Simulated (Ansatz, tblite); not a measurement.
**n-GeGeGeGeSiGeH14 (SiGe5H14): removing and adding an electron**

Aim: the energy of removing and adding an electron for n-GeGeGeGeSiGeH14 (SiGe5H14), by energy differences, and how well orbital energies stand in for it.

Method: as each input shows; program: Ansatz 0.2.0, Gaussian basis.

The runs, in order: charge +1 doublet, at the geometry of the singlet (PBE0-D4/def2-TZVP, PBE-D4/def2-TZVP, r2SCANh-D4/def2-TZVP); charge -1 doublet, at the geometry of the singlet (PBE0-D4/def2-TZVP, PBE-D4/def2-TZVP); the starting singlet's energies come from earlier runs.

3 further runs of the same task are left out: 1 that didn't finish, 2 set aside as unsound or not needed. Runs told in other sessions of the task aren't counted.

## 1. The geometry

The geometry is that of the singlet, from an earlier relaxation (r2SCAN-D4/def2-SVP).

20 atoms, charge 0, spin multiplicity 1.

Atoms are counted from 1 here; the program's logs count them from 0.

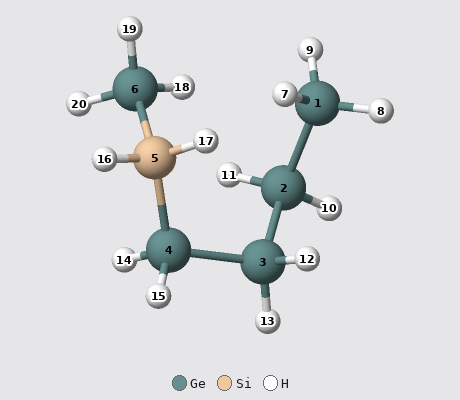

The geometry (germanium teal, silicon light orange, hydrogen white); atoms are numbered from 1 in the order of the file.

## 2. Charge +1 doublet at the fixed geometry, PBE0-D4/def2-TZVP

File in.yaml:

```yaml
crystal:
  periodic: [false, false, false]
  atoms:
    - {symbol: Ge, position_ang: [1.589970, -0.658932, 2.193150]}
    - {symbol: Ge, position_ang: [1.723336, 1.334649, 0.825772]}
    - {symbol: Ge, position_ang: [1.759550, 0.724847, -1.519833]}
    - {symbol: Ge, position_ang: [-0.483499, 0.373444, -2.366628]}
    - {symbol: Si, position_ang: [-1.702863, -1.222291, -1.079491]}
    - {symbol: Ge, position_ang: [-2.549710, -0.261458, 0.928012]}
    - {symbol: H, position_ang: [0.665920, -1.700302, 1.539247]}
    - {symbol: H, position_ang: [2.992482, -1.277946, 2.319549]}
    - {symbol: H, position_ang: [1.056577, -0.349020, 3.600548]}
    - {symbol: H, position_ang: [3.002232, 2.112169, 1.191673]}
    - {symbol: H, position_ang: [0.524045, 2.262875, 1.090153]}
    - {symbol: H, position_ang: [2.566577, -0.577093, -1.686053]}
    - {symbol: H, position_ang: [2.456890, 1.816068, -2.354183]}
    - {symbol: H, position_ang: [-1.231532, 1.720369, -2.338072]}
    - {symbol: H, position_ang: [-0.411387, -0.084161, -3.836971]}
    - {symbol: H, position_ang: [-2.871937, -1.713157, -1.877039]}
    - {symbol: H, position_ang: [-0.830114, -2.397515, -0.770321]}
    - {symbol: H, position_ang: [-1.434021, 0.371765, 1.775556]}
    - {symbol: H, position_ang: [-3.263037, -1.318548, 1.786780]}
    - {symbol: H, position_ang: [-3.559479, 0.844239, 0.578162]}
basis:
  gaussian: {orbitals: def2-TZVP}
total_charge: 1
magnetization: {spin_polarized: true, initial_magnetization: 1}
hamiltonian: {xc: pbe0, dispersion: d4}
scf: {omitted_lower_state_checks: [starts]}
output: {orbitals: {seedname: orbitals}}
```

On the command line:

```sh
> ansatz run in.yaml --threads 4 --pin off --events-out ev --progress --plain --max-ram 6963MiB
```

What it wrote:

```text
Functional definition: PBE0
  name "PBE0"
  cite "Adamo & Barone, J. Chem. Phys. 110, 6158 (1999) doi:10.1063/1.478522"
  cite "Perdew, Burke & Ernzerhof, Phys. Rev. Lett. 77, 3865 (1996) doi:10.1103/PhysRevLett.77.3865"
  parent pbe
  parameter a = 0.25
  parameter kappa = 0.804
  parameter beta = 0.06672455060314922
  exchange = (1 - a)*pbe_x(kappa = kappa, mu = beta*pi^2/3) + a*exact_x
  correlation = pbe_c(beta = beta)
these checks for a lower state are left out or cut short: starts
2538 factors; integrals over basis functions are off by at most 9.8e-4 eV
mean field evaluation 1: about -290648.1632 eV, gradient 2.3e1 eV
mean field evaluation 2: about -290644.4343 eV, gradient 3.1e1 eV
mean field evaluation 4: about -290649.6665 eV, gradient 3.8e0 eV
mean field evaluation 8: about -290649.9180 eV, gradient 6.3e-1 eV
mean field evaluation 16: about -290649.9416 eV, gradient 6.8e-2 eV
mean field evaluation 32: about -290649.9417 eV, gradient 6.6e-5 eV
mean field -290649.94165854 eV, -10681.1883463451 hartree, gradient 1.3e-5 eV, S^2 0.757040; 0 other end points of the search recorded, 0 dependent functions left out
reference -290649.94170850 eV, -10681.1883481811 hartree; 94, 93 occupied and 267, 268 virtual orbitals, 2538 factors
Total energy: -290650.48941172 eV, -10681.2084759030 hartree
Checks for a lower state left out: starts
```

It took 41 s on 4 threads of Intel Xeon Platinum 8488C, shared host; peak memory 2.7 GiB.

Report: HOMO -11.65 eV, LUMO -10.50 eV (over both spins); ⟨S²⟩ 0.757 (pure: 0.75).

## 3. Charge +1 doublet at the fixed geometry, PBE-D4/def2-TZVP

start.molden holds the orbitals of an earlier run on this state, given as this run's starting guess.

in.yaml: that of step 2 with these lines changed.

```diff
@@ -24,6 +24,6 @@
 basis:
-  gaussian: {orbitals: def2-TZVP}
+  gaussian: {orbitals: def2-TZVP, initial_orbitals: start.molden}
 total_charge: 1
 magnetization: {spin_polarized: true, initial_magnetization: 1}
-hamiltonian: {xc: pbe0, dispersion: d4}
+hamiltonian: {xc: pbe, dispersion: d4}
 scf: {omitted_lower_state_checks: [starts]}
```

Same command.

What it wrote:

```text
Functional definition: PBE
  name "PBE"
  cite "Perdew, Burke & Ernzerhof, Phys. Rev. Lett. 77, 3865 (1996) doi:10.1103/PhysRevLett.77.3865"
  parent pbe
  parameter kappa = 0.804
  parameter beta = 0.06672455060314922
  exchange = pbe_x(kappa = kappa, mu = beta*pi^2/3)
  correlation = pbe_c(beta = beta)
these checks for a lower state are left out or cut short: starts
2658 factors; their error is unknown
mean field evaluation 1: about -290641.2664 eV, gradient 1.4e1 eV
mean field evaluation 2: about -290641.5795 eV, gradient 4.0e-1 eV
mean field evaluation 4: about -290641.5179 eV, gradient 1.7e-1 eV
mean field evaluation 8: about -290641.5183 eV, gradient 2.1e-5 eV
mean field -290641.51825428 eV, -10680.8787919479 hartree, gradient 2.1e-5 eV, S^2 0.752477; 0 other end points of the search recorded, 0 dependent functions left out
reference -290641.51832218 eV, -10680.8787944434 hartree; 94, 93 occupied and 267, 268 virtual orbitals, 2658 factors
Total energy: -290642.13370918 eV, -10680.9014094984 hartree
Checks for a lower state left out: starts
```

Wall time 11 s (4 threads of Intel Xeon Platinum 8488C, shared host); peak memory 1.1 GiB.

HOMO -10.84 eV, LUMO -10.83 eV (over both spins); ⟨S²⟩ 0.752 (pure: 0.75).

## 4. Charge +1 doublet at the fixed geometry, r2SCANh-D4/def2-TZVP

in.yaml: that of step 3 with these lines changed.

```diff
@@ -27,3 +27,3 @@
 magnetization: {spin_polarized: true, initial_magnetization: 1}
-hamiltonian: {xc: pbe, dispersion: d4}
+hamiltonian: {xc: {name: r2SCANh}, dispersion: d4}
 scf: {omitted_lower_state_checks: [starts]}
```

The command is unchanged.

What it wrote, shortened:

```text
Functional definition: r2SCANh
  name "r2SCANh"
  cite "Bursch, Neugebauer, Ehlert & Grimme, J. Chem. Phys. 156, 134105 (2022) doi:10.1063/5.0086040"
  cite "Furness, Kaplan, Ning, Perdew & Sun, J. Phys. Chem. Lett. 11, 8208 (2020) doi:10.1021/acs.jpclett.0c02405"
  cite "Furness, Kaplan, Ning, Perdew & Sun, J. Phys. Chem. Lett. 11, 9248 (2020) doi:10.1021/acs.jpclett.0c03077"
  parent r2scan
[...]
2538 factors; integrals over basis functions are off by at most 9.8e-4 eV
[...]
mean field -290686.10094369 eV, -10682.5171755645 hartree, gradient 3.4e-5 eV, S^2 0.758577; 0 other end points of the search recorded, 0 dependent functions left out
reference -290686.10096464 eV, -10682.5171763344 hartree; 94, 93 occupied and 267, 268 virtual orbitals, 2538 factors
Total energy: -290686.27976106 eV, -10682.5237469816 hartree
Checks for a lower state left out: starts
```

It took 42 s on 4 threads of Intel Xeon Platinum 8488C, shared host; peak memory 2.7 GiB.

From the report: HOMO -11.33 eV, LUMO -10.77 eV (over both spins); ⟨S²⟩ 0.759 (pure: 0.75).

## 5. Vertical ionisation energy

Charged state less starting state, singlet to doublet; the starting state's energies are those of its earlier runs.

```csv
level,vertical ionisation energy (eV),time
PBE-D4/def2-TZVP,+8.81,18 s
r2SCANh-D4/def2-TZVP,+9.05,74 s
PBE0-D4/def2-TZVP,+9.11,59 s
```

Times add the two runs; a level without a time comes out of a correlated run.

Beside −ε(HOMO) of the starting state:

```csv
level,−ε(HOMO) (eV),by difference (eV),mismatch (eV)
PBE-D4/def2-TZVP,6.65,8.81,-2.16
r2SCANh-D4/def2-TZVP,7.26,9.05,-1.79
PBE0-D4/def2-TZVP,7.63,9.11,-1.48
```

## 6. Charge -1 doublet at the fixed geometry, PBE0-D4/def2-TZVP

in.yaml: that of step 4 with these lines changed.

```diff
@@ -24,6 +24,6 @@
 basis:
-  gaussian: {orbitals: def2-TZVP, initial_orbitals: start.molden}
-total_charge: 1
+  gaussian: {orbitals: def2-TZVP}
+total_charge: -1
 magnetization: {spin_polarized: true, initial_magnetization: 1}
-hamiltonian: {xc: {name: r2SCANh}, dispersion: d4}
+hamiltonian: {xc: pbe0, dispersion: d4}
 scf: {omitted_lower_state_checks: [starts]}
```

Launched as before.

What it wrote, shortened:

```text
Functional definition: PBE0
  name "PBE0"
  cite "Adamo & Barone, J. Chem. Phys. 110, 6158 (1999) doi:10.1063/1.478522"
  cite "Perdew, Burke & Ernzerhof, Phys. Rev. Lett. 77, 3865 (1996) doi:10.1103/PhysRevLett.77.3865"
  parent pbe
[...]
2538 factors; integrals over basis functions are off by at most 9.8e-4 eV
[...]
mean field -290658.20471688 eV, -10681.4920081383 hartree, gradient 7.0e-6 eV, S^2 0.752732; 0 other end points of the search recorded, 0 dependent functions left out
reference -290658.20476363 eV, -10681.4920098562 hartree; 95, 94 occupied and 266, 267 virtual orbitals, 2538 factors
Total energy: -290658.84404269 eV, -10681.5155029284 hartree
Checks for a lower state left out: starts
```

It took 78 s on 4 threads of Intel Xeon Platinum 8488C, shared host; peak memory 2.8 GiB.

From the report: HOMO 2.06 eV, LUMO 3.24 eV (over both spins); ⟨S²⟩ 0.753 (pure: 0.75). Doubts: highest occupied level lies above zero.

## 7. Charge -1 doublet at the fixed geometry, PBE-D4/def2-TZVP

in.yaml: that of step 6 with these lines changed.

```diff
@@ -24,6 +24,6 @@
 basis:
-  gaussian: {orbitals: def2-TZVP}
+  gaussian: {orbitals: def2-TZVP, initial_orbitals: start.molden}
 total_charge: -1
 magnetization: {spin_polarized: true, initial_magnetization: 1}
-hamiltonian: {xc: pbe0, dispersion: d4}
+hamiltonian: {xc: pbe, dispersion: d4}
 scf: {omitted_lower_state_checks: [starts]}
```

Launched as before.

What it wrote:

```text
Functional definition: PBE
  name "PBE"
  cite "Perdew, Burke & Ernzerhof, Phys. Rev. Lett. 77, 3865 (1996) doi:10.1103/PhysRevLett.77.3865"
  parent pbe
  parameter kappa = 0.804
  parameter beta = 0.06672455060314922
  exchange = pbe_x(kappa = kappa, mu = beta*pi^2/3)
  correlation = pbe_c(beta = beta)
these checks for a lower state are left out or cut short: starts
2658 factors; their error is unknown
mean field evaluation 1: about -290649.4167 eV, gradient 1.4e1 eV
mean field evaluation 2: about -290649.7283 eV, gradient 4.2e-1 eV
mean field evaluation 4: about -290649.6609 eV, gradient 8.7e-2 eV
mean field evaluation 8: about -290649.6615 eV, gradient 1.5e-3 eV
mean field evaluation 16: about -290649.6615 eV, gradient 7.2e-6 eV
mean field -290649.66149036 eV, -10681.1780503545 hartree, gradient 7.2e-6 eV, S^2 0.751646; 0 other end points of the search recorded, 0 dependent functions left out
reference -290649.66155294 eV, -10681.1780526540 hartree; 95, 94 occupied and 266, 267 virtual orbitals, 2658 factors
Total energy: -290650.38064468 eV, -10681.2044787883 hartree
Checks for a lower state left out: starts
```

It took 29 s on 4 threads of Intel Xeon Platinum 8488C, shared host; peak memory 2.3 GiB.

HOMO 2.38 eV, LUMO 2.44 eV (over both spins); ⟨S²⟩ 0.752 (pure: 0.75). Doubts: highest occupied level lies above zero.

## 8. Vertical electron affinity

Starting state less charged state (positive: the electron is bound), singlet to doublet; the starting state's energies are those of its earlier runs.

```csv
level,vertical electron affinity (eV),time
PBE-D4/def2-TZVP,-0.56,36 s
PBE0-D4/def2-TZVP,-0.76,96 s
```

Times add the two runs; a level without a time comes out of a correlated run.

Beside −ε(LUMO) of the starting state:

```csv
level,−ε(LUMO) (eV),by difference (eV),mismatch (eV)
PBE-D4/def2-TZVP,1.21,-0.56,+1.77
PBE0-D4/def2-TZVP,0.41,-0.76,+1.17
```

## 9. Summary of results

| quantity | value |
| --- | --- |
| vertical ionisation energy, functionals in def2-TZVP | 8.81 (PBE-D4) to 9.11 eV (PBE0-D4) |
| vertical electron affinity, functionals in def2-TZVP | -0.76 (PBE0-D4) to -0.56 eV (PBE-D4) |

What this shows: The vertical ionisation energy spans 8.81 to 9.11 eV over the functionals. −ε(HOMO) misses the level's own difference by -1.48 eV at best (PBE0-D4) and -2.16 eV at worst (PBE-D4). The vertical electron affinity spans -0.76 to -0.56 eV over the functionals. A negative affinity means an unbound electron, held by the basis alone. −ε(LUMO) misses the level's own difference by +1.17 eV at best (PBE0-D4) and +1.77 eV at worst (PBE-D4).
